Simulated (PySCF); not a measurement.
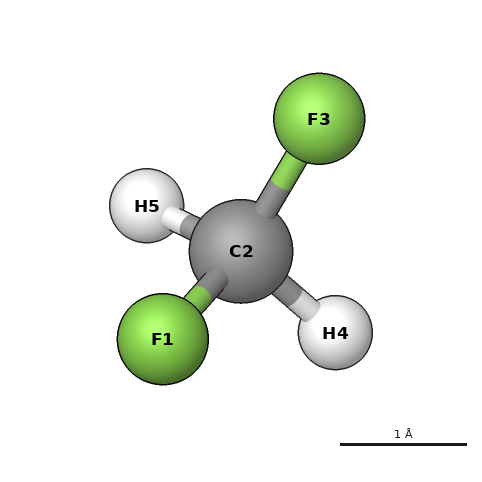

The atoms are numbered. The geometry was computed by an optimisation with PBE0-D3(BJ)/def2-SVP. No frequency run is at hand to confirm it as a minimum.

What is the geometry at C2?

Answer. C2 has 4 neighbours (F1 at 1.34, F3 at 1.34, H4 at 1.10, H5 at 1.10 Å); the arrangement is tetrahedral.
